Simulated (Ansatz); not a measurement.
SnS$_{2}$ (CdI2 type)

```cif
data_S2Sn
_chemical_formula_sum 'Sn1 S2'
_space_group_name_H-M_alt 'P-3m1'
_space_group_IT_number 164
_space_group_name_Hall '-P 3 2"'
_cell_length_a 3.62607
_cell_length_b 3.62607
_cell_length_c 5.57286
_cell_angle_alpha 90.000
_cell_angle_beta 90.000
_cell_angle_gamma 120.000
loop_
_atom_site_label
_atom_site_type_symbol
_atom_site_symmetry_multiplicity
_atom_site_Wyckoff_symbol
_atom_site_fract_x
_atom_site_fract_y
_atom_site_fract_z
_atom_site_occupancy
Sn1 Sn 1 a 0.00000 0.00000 0.00000 1
S1 S 2 d 0.33333 0.66667 0.26445 1
```

This relaxed cell (volume V₀) is scaled evenly in all directions, its shape held. The atoms relax within the cell's symmetry.

These are PBEsol-D3(BJ) (plane waves to 420 eV, PAW, scalar-relativistic; Ansatz, an electronic-structure program) values and carry that method's errors. k mesh 11×11×6 (Γ-centred), Fermi-Dirac smearing 0.05 eV. E stands for the smeared free energy. Compression counts positive. With the shape held, the modulus is that of even scaling; a crystal free to change shape is softer. SnS2 was relaxed with its symmetry unable to fall. The zero of ΔE is the relaxed starting cell.

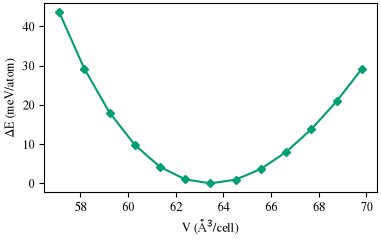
Figure: ΔE (meV/atom) against V (Å³/cell); computed points joined by lines.

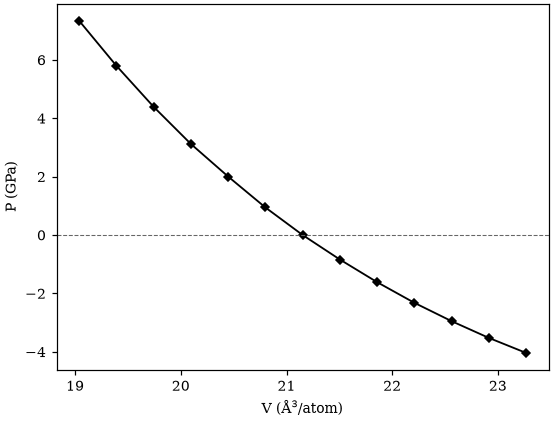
*P (GPa) against V (Å³/atom); one marker a computed point.*

The pressure derivative B₀′ (fit) is 5.0 and the energy cost of the largest expansion is 29.1 meV/atom. The pressure at the smallest volume is 7.35 GPa and the pressure for 5 % compression (fit) comes out as 3.1 GPa. The energy cost of the largest compression is 43.6 meV/atom.

P = (3B₀/2)(x⁷ − x⁵)[1 + ¾(B₀′ − 4)(x² − 1)] with x = (1/0.95)^(1/3), B₀ = 53.5 GPa and B₀′ = 5.02.

(A scan under strain: stresses follow from slopes of the energy per volume, elastic moduli from its curvatures.)
